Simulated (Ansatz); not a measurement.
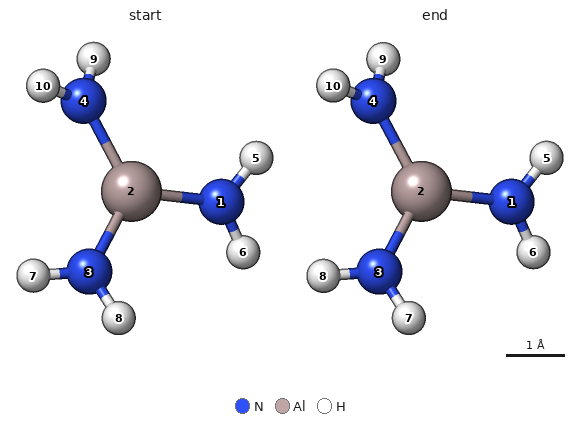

The two relaxed end points of a path for AlN$_{3}$H$_{6}$. A ball-and-stick model, seen at a tilt.

Level of theory: RKS PBE0-D4/6-31G in Ansatz 0.2.0.

Input
```yaml
crystal:
  periodic: [false, false, false]
  atoms:
    - { symbol: "N", position_ang: [-1.495048, 0.326771, -0.924015] }
    - { symbol: Al, position_ang: [0.007502, -0.004877, -7.0e-05] }
    - { symbol: "N", position_ang: [0.544299, -1.696964, 0.264384] }
    - { symbol: "N", position_ang: [0.975108, 1.354984, 0.659974] }
    - { symbol: H, position_ang: [-1.705557, 1.209142, -1.365382] }
    - { symbol: H, position_ang: [-2.232835, -0.346547, -1.065349] }
    - { symbol: H, position_ang: [1.180835, -1.981276, 0.99351] }
    - { symbol: H, position_ang: [0.247977, -2.480019, -0.298285] }
    - { symbol: H, position_ang: [0.613559, 2.283386, 0.817998] }
    - { symbol: H, position_ang: [1.94716, 1.284001, 0.920134] }
basis:
  gaussian: { orbitals: "6-31G" }
hamiltonian:
  xc: pbe0
  dispersion: d4
neb:
  order_check: false
  images: 5
  f_tol: 0.05
  max_iterations: 60
  initial_path: idpp
  final_atoms:
    - { symbol: "N", position_ang: [-1.4937982, 0.32666559, -0.92376971] }
    - { symbol: Al, position_ang: [0.00817349, -0.0048948, 0.00091277] }
    - { symbol: "N", position_ang: [0.54372409, -1.69746306, 0.26434986] }
    - { symbol: "N", position_ang: [0.97475404, 1.35565778, 0.66094005] }
    - { symbol: H, position_ang: [-1.7026625, 1.2081116, -1.36778705] }
    - { symbol: H, position_ang: [-2.23214247, -0.34614026, -1.0648522] }
    - { symbol: H, position_ang: [0.24771016, -2.47936634, -0.30022448] }
    - { symbol: H, position_ang: [1.17768346, -1.98389842, 0.99494834] }
    - { symbol: H, position_ang: [0.61062256, 2.28217263, 0.82432123] }
    - { symbol: H, position_ang: [1.94893537, 1.28775628, 0.91406018] }
```

Command:
```bash
ansatz run input.yaml --threads 1 --pin off --max-ram 2048MiB --backend cpu --events-out ev --progress --plain --runs-dir out
```

Q: Predict the minimum-energy path and its barrier.

A: The barrier is about 0.116 eV in both directions, with image 3 at the top; the ends have the same energy. The motion is a rotation about the Al2–N3 bond by about 180°. No bond forms or breaks between the ends. Bond angles that change up to the highest image, for instance: N1–Al2–N4 120.0° → 117.1°. The band converged in 7 iterations. The largest component of the band force went from 0.6 to 0.029 eV/Å. The climbing image converged on the top of the path. Its vibrational analysis gives one imaginary mode (251i cm⁻¹), as a transition state must have.

Energies of the converged images:

```json
{"image": "0", "path (Å)": "0.00", "E (eV)": "0.000"}
{"image": "1", "path (Å)": "0.89", "E (eV)": "0.016"}
{"image": "2", "path (Å)": "1.78", "E (eV)": "0.039"}
{"image": "3", "path (Å)": "2.67", "E (eV)": "0.116"}
{"image": "4", "path (Å)": "3.18", "E (eV)": "0.091"}
{"image": "5", "path (Å)": "3.68", "E (eV)": "0.033"}
{"image": "6", "path (Å)": "4.18", "E (eV)": "0.000"}
```

The geometry at the top of the path:

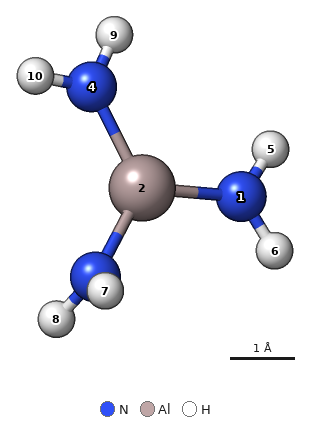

Limits of the set-up: the basis has no polarisation functions, which atoms past neon need.

The run took 3.1 min on 1 thread of Intel(R) Xeon(R) Processor @ 2.50GHz (Skylake/Cascade Lake), with other jobs on the host, peak memory 0.13 GiB.
